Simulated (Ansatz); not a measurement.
## SiH₂O₂: nudged elastic band

The run: nudged elastic band of SiH₂O₂. Method and program: RKS PBE0-D4/def2-SVP (Ansatz 0.2.0).

Figures and captions count atoms from 1; the log counts them from 0 in places.

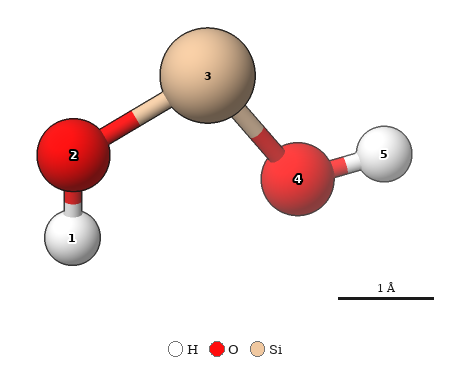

**Figure 1.** The starting structure (ball-and-stick view, seen at a tilt; atoms are numbered from 1 in the order of the input).

### Input file
```yaml
crystal:
  periodic: [false, false, false]
  atoms:
    - {symbol: H, position_ang: [-0.651503, -0.928672, -1.176135]}
    - {symbol: O, position_ang: [-0.208758, -1.392154, -0.456544]}
    - {symbol: Si, position_ang: [0.454645, -0.482015, 0.738323]}
    - {symbol: O, position_ang: [0.059400, 1.032127, 0.176084]}
    - {symbol: H, position_ang: [0.346316, 1.770814, 0.718273]}
basis:
  gaussian: {orbitals: def2-SVP}
hamiltonian: {xc: pbe0, dispersion: d4}
neb:
  images: 5
  climbing: true
  max_iterations: 40
  initial_path: idpp
  final_atoms:
    - {symbol: H, position_ang: [-0.487793, 0.426093, -0.620253]}
    - {symbol: O, position_ang: [0.015273, -1.726342, -0.467511]}
    - {symbol: Si, position_ang: [0.509582, -1.237605, 0.887086]}
    - {symbol: O, position_ang: [-0.301286, 0.894819, 0.207952]}
    - {symbol: H, position_ang: [0.264323, 1.643135, -0.007275]}
```

Machine: 2 threads of Arm Neoverse V1, 23 GiB of memory available, shared host.

Launched with:
```bash
ansatz run in.yaml --threads 2 --pin off --events-out ev --progress --plain --max-ram 4352MiB
```

### Output
```
Functional definition: PBE0
  name "PBE0"
  cite "Adamo & Barone, J. Chem. Phys. 110, 6158 (1999) doi:10.1063/1.478522"
  cite "Perdew, Burke & Ernzerhof, Phys. Rev. Lett. 77, 3865 (1996) doi:10.1103/PhysRevLett.77.3865"
  parent pbe
  parameter a = 0.25
  parameter kappa = 0.804
  parameter beta = 0.06672455060314922
  exchange = (1 - a)*pbe_x(kappa = kappa, mu = beta*pi^2/3) + a*exact_x
  correlation = pbe_c(beta = beta)
564 factors; integrals over basis functions are off by at most 2.5e-4 eV
mean field evaluation 1: about -11985.0924 eV, gradient 6.4e1 eV
mean field evaluation 2: about -11971.6124 eV, gradient 1.0e2 eV
mean field evaluation 4: about -11992.1677 eV, gradient 1.3e0 eV
mean field evaluation 8: about -11992.1722 eV, gradient 3.0e-2 eV
mean field -11992.17216465 eV, -440.7041984647 hartree, gradient 5.5e-5 eV, S^2 0.000000; 0 other end points of the search recorded, 0 dependent functions left out
the calculation of the forces begins
reference -11992.17218517 eV, -440.7041992187 hartree; 16, 16 occupied and 40, 40 virtual orbitals, 564 factors
566 factors; integrals over basis functions are off by at most 1.1e-3 eV
mean field evaluation 16: about -11988.0528 eV, gradient 3.6e1 eV
mean field -11990.74168936 eV, -440.6516294673 hartree, gradient 1.8e-5 eV, S^2 0.000000; 0 other end points of the search recorded, 0 dependent functions left out
[... from here on the field's lines of each further geometry are left out, up to the last ...]
WARN: NEB end point (image 0): max|allowed force component| = 6.252e-1 eV/Å (the criterion of neb.relax_end_points is 1.000e-2). That is over neb.f_tol: it is no minimum, so the barrier can be far off. Relax it first
WARN: NEB end point (image 6): max|allowed force component| = 6.856e-1 eV/Å (the criterion of neb.relax_end_points is 1.000e-2). That is over neb.f_tol: it is no minimum, so the barrier can be far off. Relax it first
NEB iter   1: max|band force component| = 4.240e0 eV/Å  barrier→ = 3.4218 eV  barrier← = 1.9930 eV  Δτ_max = 0.2000 Å  (165 SCF iters)
NEB iter   2: max|band force component| = 3.290e0 eV/Å  barrier→ = 2.1573 eV  barrier← = 0.7285 eV  Δτ_max = 0.2000 Å  (144 SCF iters)
NEB iter   3: max|band force component| = 2.115e1 eV/Å  barrier→ = 2.5258 eV  barrier← = 1.0970 eV  Δτ_max = 0.0979 Å  (142 SCF iters)
NEB iter   4: max|band force component| = 4.106e0 eV/Å  barrier→ = 1.6645 eV  barrier← = 0.2357 eV  Δτ_max = 0.0895 Å  (134 SCF iters)
NEB iter   5: max|band force component| = 1.751e0 eV/Å  barrier→ = 1.6403 eV  barrier← = 0.2115 eV  Δτ_max = 0.0621 Å  (124 SCF iters)
NEB iter   6: max|band force component| = 3.972e-1 eV/Å  barrier→ = 1.6269 eV  barrier← = 0.1981 eV  CI = image 4  Δτ_max = 0.0431 Å  (122 SCF iters)
NEB iter   7: max|band force component| = 2.214e-1 eV/Å  barrier→ = 1.6419 eV  barrier← = 0.2131 eV  CI = image 4  Δτ_max = 0.0093 Å  (120 SCF iters)
NEB iter   8: max|band force component| = 1.110e-1 eV/Å  barrier→ = 1.6398 eV  barrier← = 0.2110 eV  CI = image 4  Δτ_max = 0.0149 Å  (123 SCF iters)
NEB iter   9: max|band force component| = 1.074e-1 eV/Å  barrier→ = 1.6387 eV  barrier← = 0.2099 eV  CI = image 4  Δτ_max = 0.0156 Å  (122 SCF iters)
NEB iter  10: max|band force component| = 7.837e-2 eV/Å  barrier→ = 1.6379 eV  barrier← = 0.2091 eV  CI = image 4  Δτ_max = 0.0142 Å  (124 SCF iters)
NEB iter  11: max|band force component| = 5.993e-2 eV/Å  barrier→ = 1.6376 eV  barrier← = 0.2088 eV  CI = image 4  Δτ_max = 0.0178 Å  (119 SCF iters)
NEB iter  12: max|band force component| = 5.486e-2 eV/Å  barrier→ = 1.6376 eV  barrier← = 0.2088 eV  CI = image 4  Δτ_max = 0.0067 Å  (113 SCF iters)
the calculation of the forces begins
reference -11991.00004453 eV, -440.6611238448 hartree; 16, 16 occupied and 40, 40 virtual orbitals, 564 factors
these checks for a lower state are left out or cut short: stability, starts, cluster_reference, orbital_swaps, neighbouring_geometries, increment
566 factors; integrals over basis functions are off by at most 9.0e-4 eV
mean field -11990.57398120 eV, -440.6454663062 hartree, gradient 1.2e-6 eV, S^2 0.000000; 0 other end points of the search recorded, 0 dependent functions left out
the calculation of the forces begins
reference -11990.57400002 eV, -440.6454669976 hartree; 16, 16 occupied and 40, 40 virtual orbitals, 566 factors
NEB iter  13: max|band force component| = 6.595e-3 eV/Å  barrier→ = 1.6376 eV  barrier← = 0.2088 eV  CI = image 4  Δτ_max = 0.0000 Å  (681 SCF iters)
```

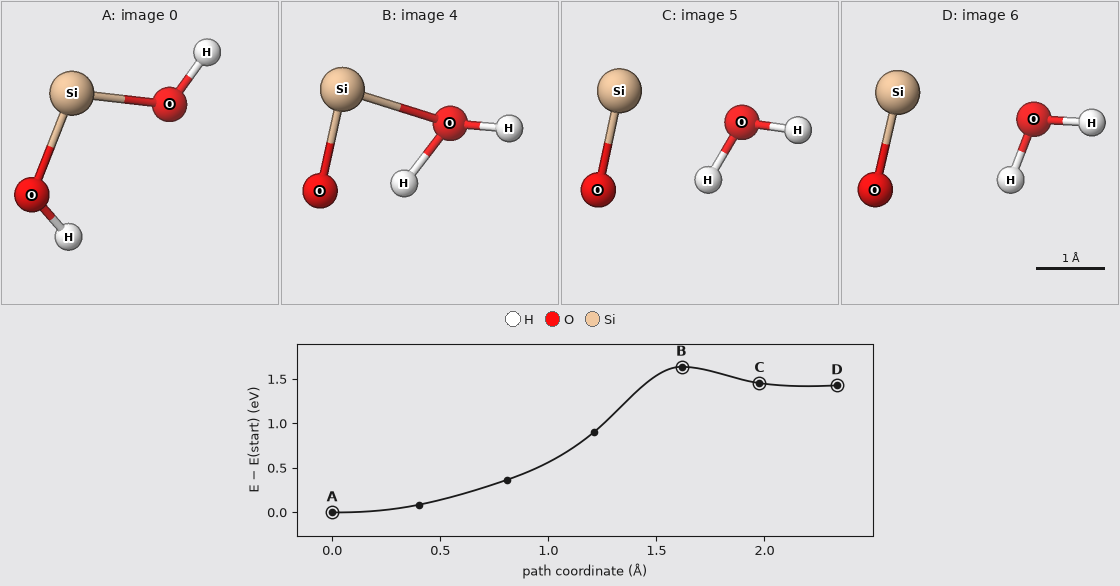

**Figure 2.** Images of the last band (counted from 0; ball-and-stick, seen at a tilt) above the energy along the path; the line is a cubic interpolation that uses the forces. The highest image is number 4, 1.638 eV above the start and 0.209 eV above the end (the climbing image); the end lies 1.429 eV above the start. The path is 2.34 Å long. The band converged in 13 iterations. The end points carry forces over 0.1 eV/Å, so they aren't fully relaxed minima and the barriers are approximate.

```
Total energy: -11990.59294287 eV, -440.6461631348 hartree
Atom 0 at    -0.274707    -0.197195    -0.590435 Å, force     0.000115    -0.000269    -0.000003 eV/Å
Atom 1 at     0.202535    -1.437220    -0.256149 Å, force    -0.000145     0.000112     0.000141 eV/Å
Atom 2 at     0.456308    -0.649642     1.100243 Å, force     0.000218    -0.000442     0.000144 eV/Å
Atom 3 at    -0.414248     0.742516     0.030883 Å, force    -0.001144    -0.001701     0.000416 eV/Å
Atom 4 at     0.030211     1.541641    -0.284541 Å, force     0.000955     0.002300    -0.000697 eV/Å
Dipole moment:     0.142814     0.604614     0.068167 e Å
```

### The last band as extended XYZ (Å, eV, eV/Å)
```
5
Properties=species:S:1:pos:R:3:forces:R:3 image=0 energy=-11992.23052
H    -0.6515   -0.9287   -1.1761   -0.0815   0.0874  -0.1323
O    -0.2088   -1.3922   -0.4565   -0.1625  -0.3826  -0.3045
Si    0.4546   -0.4820    0.7383    0.3732  -0.1371   0.6251
O     0.0594    1.0321    0.1761   -0.1748   0.3067  -0.2749
H     0.3463    1.7708    0.7183    0.0456   0.1257   0.0865
5
Properties=species:S:1:pos:R:3:forces:R:3 image=1 energy=-11992.14311
H    -0.4874   -0.7669   -1.0528   -0.0746  -0.2487  -0.1549
O    -0.1064   -1.4182   -0.4406   -0.0453  -0.0549   0.0692
Si    0.4596   -0.5227    0.8428    0.0178   0.1067  -0.0611
O    -0.1118    0.9268    0.2014    0.1182   0.0881  -0.1505
H     0.2461    1.7811    0.4492   -0.0161   0.1088   0.2973
5
Properties=species:S:1:pos:R:3:forces:R:3 image=2 energy=-11991.86493
H    -0.3697   -0.6335   -0.9151   -0.1220  -0.5123  -0.4193
O     0.0032   -1.3970   -0.4303   -0.0489  -0.1175   0.1045
Si    0.4373   -0.5457    0.9329    0.0167   0.2491  -0.0790
O    -0.2497    0.8651    0.2733    0.1091   0.1350   0.0161
H     0.1790    1.7111    0.1393    0.0452   0.2457   0.3776
5
Properties=species:S:1:pos:R:3:forces:R:3 image=3 energy=-11991.32584
H    -0.2794   -0.4498   -0.7104    0.1036  -1.6706  -0.6474
O     0.0892   -1.3638   -0.3994   -0.2707   0.3378  -0.2573
Si    0.4270   -0.5903    1.0148   -0.1780   0.8053  -0.1598
O    -0.3356    0.8060    0.2122    0.2693   0.2928   0.6740
H     0.0990    1.5980   -0.1172    0.0758   0.2347   0.3905
5
Properties=species:S:1:pos:R:3:forces:R:3 image=4 energy=-11990.59292
H    -0.2747   -0.1972   -0.5904    0.0001  -0.0003   0.0000
O     0.2025   -1.4372   -0.2561   -0.0001   0.0001   0.0001
Si    0.4563   -0.6496    1.1002    0.0002  -0.0004   0.0001
O    -0.4142    0.7425    0.0309   -0.0011  -0.0017   0.0004
H     0.0302    1.5416   -0.2845    0.0010   0.0023  -0.0007
5
Properties=species:S:1:pos:R:3:forces:R:3 image=5 energy=-11990.77652
H    -0.3564   -0.0052   -0.6469   -0.0950   0.2251  -0.0607
O     0.3394   -1.5676   -0.1017    0.0981  -0.1280   0.0921
Si    0.5018   -0.7263    1.1915    0.0433  -0.1353   0.0585
O    -0.4907    0.7750   -0.0440   -0.0581   0.0411  -0.0388
H     0.0061    1.5241   -0.3989    0.0118  -0.0029  -0.0511
5
Properties=species:S:1:pos:R:3:forces:R:3 image=6 energy=-11990.80173
H    -0.4414    0.1031   -0.7738    0.0275  -0.0547  -0.1448
O     0.4461   -1.7292    0.1007   -0.0828  -0.4874  -0.6856
Si    0.5761   -0.7770    1.2817    0.0589   0.5725   0.6626
O    -0.5073    0.8145   -0.1181   -0.1108  -0.0954   0.2791
H    -0.0734    1.5886   -0.4905    0.1072   0.0650  -0.1113
```

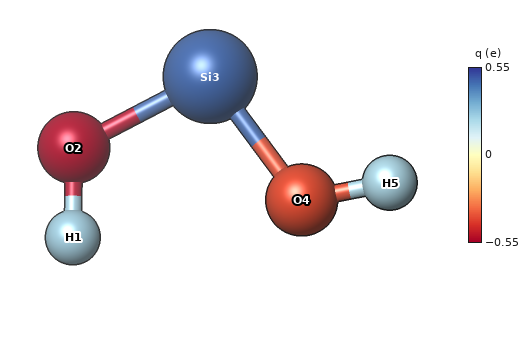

**Figure 3.** Mulliken charges, as the colour of each atom (ball-and-stick view, seen on its broad side; atoms are numbered from 1 in the order of the input). By element: H +0.20 to +0.24, O −0.52 to −0.38 and Si +0.46 e.

### Key numbers

```json
{"quantity": "outcome", "value": "converged"}
{"quantity": "barrier, forward", "value": "1.638 eV"}
{"quantity": "barrier, backward", "value": "0.209 eV"}
{"quantity": "dipole moment (one image of the band)", "value": "3.00 D"}
{"quantity": "wall time", "value": "51 s (CPU time 96 s)"}
{"quantity": "peak memory", "value": "0.31 GiB"}
```
